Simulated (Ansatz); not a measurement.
## Fields on a plane of TiB2 (AlB2 type, space group P6/mmm)

```
CELL_PARAMETERS angstrom
      3.02469     0.00000     0.00000
     -1.51235     2.61946     0.00000
      0.00000     0.00000     3.22263
ATOMIC_POSITIONS crystal
  Ti 0.00000 0.00000 0.00000
  B  0.33333 0.66667 0.50000
  B  0.66667 0.33333 0.50000
```

The slice is a (0001) plane (indices of the conventional cell) through the point (0.667, 0.333, 0.500) (fractional), spanned by u = [110] and v = [1 -1 0] in vectors of this cell: u (3.02 Å) and v (5.24 Å, at 90° to u). It covers one period; positions are fractions (u, v).

Atoms on it: B at (0.00, 0.67); B at (0.50, 0.17); B at (0.00, 0.00); B at (0.50, 0.50).

All values below come from r2SCAN (plane waves to 500 eV, PAW, scalar-relativistic; Ansatz, a first-principles code). k mesh 18×18×14. Near the nuclei the fields are pseudised (PAW); where an atom keeps semicore shells as valence, they peak there. TiB2 is run without spin polarisation. TiB2 was relaxed with its symmetry unable to fall.

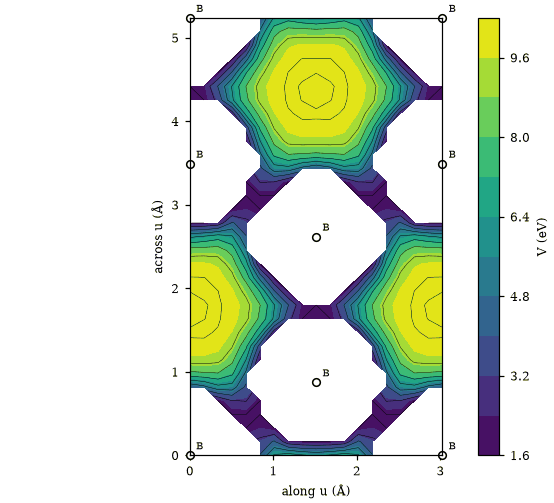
Fig. 1. Electrostatic potential energy of an electron, from the cell's mean, in eV, one period of the plane, atoms marked. Points within 0.7 Å of a nucleus are left white, as the pseudised field means little there. Values under 2 eV are set to 2. The zero, the cell's mean, hangs on the PAW cores.

```
|xxxx  ==**####**++++++**####**==  xx|
|  ..::++****++====--====++****++::..|
|++++******++==--::::::--==++******++|
|@@%%%%##**++--::......::--++**##%%%%|
|@@@@@@%%**++--....  ....--++**%%@@@@|
|@@@@@@%%**++--::..  ..::--++**%%@@@@|
|%%%%%%##**++--::......::--++**##%%%%|
|====++****++==----::----==++****++==|
|xx  ..==******++======++******==..  |
|xxxx  ==######**++++++**######==  xx|
|xxxx  ++%%%%%%##******##%%%%%%++  xx|
|xxxx::##@@@@@@%%**++**%%@@@@@@##::xx|
|  ::++%%@@@@@@##==--==##@@@@@@%%++::|
|==++##@@@@@@%%==..  ..==%%@@@@@@##++|
|****%%@@@@@@**..xxxxxx..**@@@@@@%%**|
|****##%%%%##==  xxxxxx  ==##%%%%##**|
|++++**####**==  xxxxxx  ==**####**++|
|--====++****++::..  ..::++****++====|
|::::--==++******++++++******++==--::|
|....::--++**##%%%%@@%%%%##**++--::..|
|  ....--++**%%@@@@@@@@@@%%**++--....|
|  ..::--++**%%@@@@@@@@@@%%**++--::..|
|....::--++**##%%%%%%%%%%##**++--::..|
|::----==++****++======++****++==----|
|====++******==..  xx  ..==******++==|
|++++**######==  xxxxxx  ==######**++|
|****##%%%%%%++  xxxxxx  ++%%%%%%##**|
|++**%%@@@@@@##::xxxxxx::##@@@@@@%%**|
|--==##@@@@@@%%++::  ::++%%@@@@@@##==|
|  ..==%%@@@@@@##++==++##@@@@@@%%==..|
|xxxx..**@@@@@@%%******%%@@@@@@**..xx|
|xxxx  ==##%%%%##******##%%%%##==  xx|
```
Scale: ten equal steps from 0.08 (start of ' ') to 0.86 (end of '@'), in the order ' .:-=+*#%@'. Values: electron localisation function (ELF). The map has 18 points along u (two characters each, u = 0 at the left) and 32 along v (v = 0 in the bottom row). Points within 0.3 Å of a nucleus are blanked (x), as the pseudised field means little there.

| Quantity | Value |
|---|---|
| Density on the B–B line (1.75 Å) at its midpoint | 0.83 e/Å³ |
| ELF at that point | 0.9 |
| ELF maximum in the middle third of the B–B line | 0.86, 0.9 Å from B |
